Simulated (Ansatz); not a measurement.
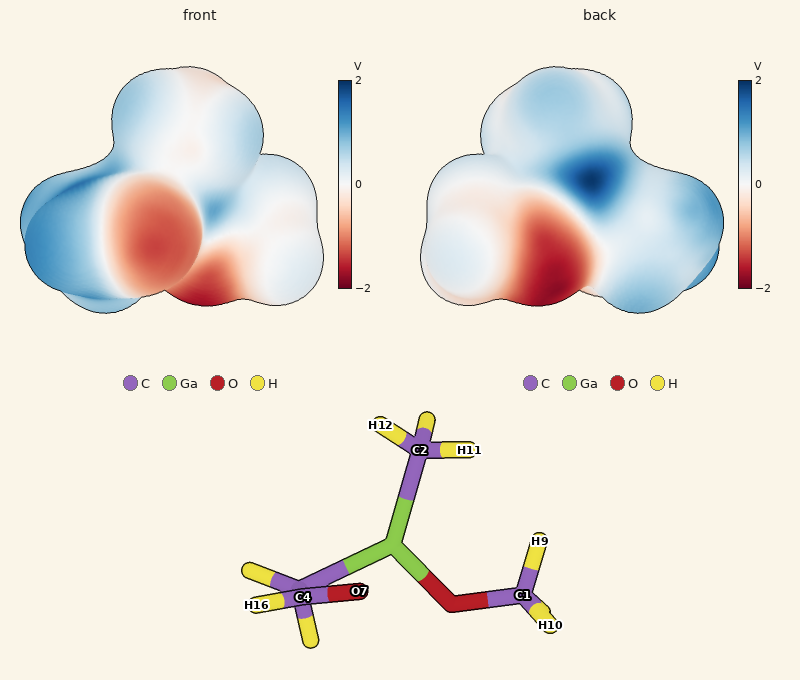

Figure. C$_{4}$H$_{9}$GaO$_{2}$. The molecular electrostatic potential painted on the density surface at 0.002 e/bohr³, seen from the front and from behind; the colour scale runs from red (negative) to blue (positive). The bare structure is drawn below in the same view.

Geometry: r2SCAN-D4/def2-SVP.

All numbers below come from isolated molecule in a Gaussian basis; Kohn-Sham density functional theory, functional PBE0 (Ansatz 0.2.0).

```yaml
atoms:
  - { symbol: C, position_ang: [-1.2735, 1.3018, 2.6830] }
  - { symbol: C, position_ang: [-0.8790, -0.4482, -0.5281] }
  - { symbol: C, position_ang: [-0.6538, 3.0485, -1.3452] }
  - { symbol: C, position_ang: [0.7938, 2.8262, -1.4578] }
  - { symbol: Ga, position_ang: [-0.8312, 1.4633, -0.1149] }
  - { symbol: O, position_ang: [-1.2193, 2.0892, 1.5263] }
  - { symbol: O, position_ang: [1.3431, 2.1065, -0.6166] }
  - { symbol: H, position_ang: [-2.1124, 1.6283, 3.3261] }
  - { symbol: H, position_ang: [-1.4227, 0.2207, 2.4786] }
  - { symbol: H, position_ang: [-0.3460, 1.3959, 3.2820] }
  - { symbol: H, position_ang: [-0.3019, -1.0173, 0.2169] }
  - { symbol: H, position_ang: [-0.4537, -0.6472, -1.5231] }
  - { symbol: H, position_ang: [-1.9154, -0.8210, -0.5137] }
  - { symbol: H, position_ang: [-1.1749, 3.2634, -2.2884] }
  - { symbol: H, position_ang: [-0.8281, 3.8846, -0.6410] }
  - { symbol: H, position_ang: [1.4080, 3.2520, -2.2876] }
```

Which sites attract a positive test charge, and which a negative one?

Answer. A positive charge is drawn to the negative regions and a negative charge to the positive ones. The most negative region (about −1.7 V) lies over O6, the most positive (about +1.7 V) over Ga5. O6 is the likeliest acceptor of a hydrogen bond.

What dipole moment does the calculation give?

Answer. Its dipole moment is 2.45 D.
